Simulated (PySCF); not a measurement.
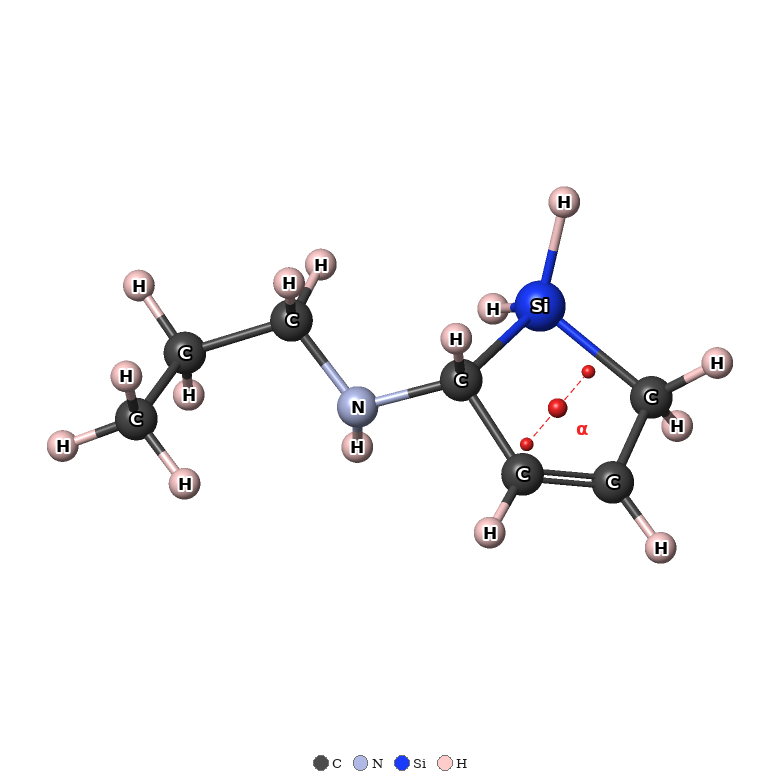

The small points mark where nucleus-independent chemical shifts (NICS) were computed: at the centre of each lettered ring and 1 Å above and below it. The geometry was computed by an optimisation with GFN2-xTB. No frequency run is at hand to confirm it as a minimum. Level of theory: GIAO PBE0/pcSseg-1 NMR shielding, non-relativistic, gas phase (PySCF 2.14.0).

Give NICS(0), NICS(1) and the out-of-plane component NICS(1)zz for each ring (means of the two sides).

| ring | members | NICS(0) | NICS(1) | NICS(1)zz |
| --- | --- | --- | --- | --- |
| α | C4Si | −1.9 | −3.0 | −1.4 |

Values in ppm.

What do the values say about the ring currents?

Answer. Ring α: weak, as in a non-aromatic ring. NICS is one index among several.

The geometry is semi-empirical. Around Si such bond lengths and angles can be off by a tenth of an ångström or more and by several degrees, and values that hang on the shape move with them.
